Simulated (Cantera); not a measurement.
A closed system holds: 1 mol MgO, 0.25 mol N2, at 0.133 bar.

These are equilibrium values from Cantera (NASA tables, ideal gas, pure condensed phases), not measurements of a reactor. Candidate condensed phases: Mg, MgO; 13 gas species. Kinetics and transport are ignored.

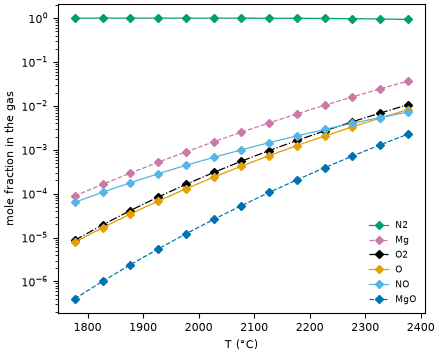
Figure. Equilibrium gas composition (values under 1e-9 drawn at 1e-9)

From 1777 °C to 2377 °C the condensed part is MgO(s). The main Mg-bearing gas is Mg throughout.
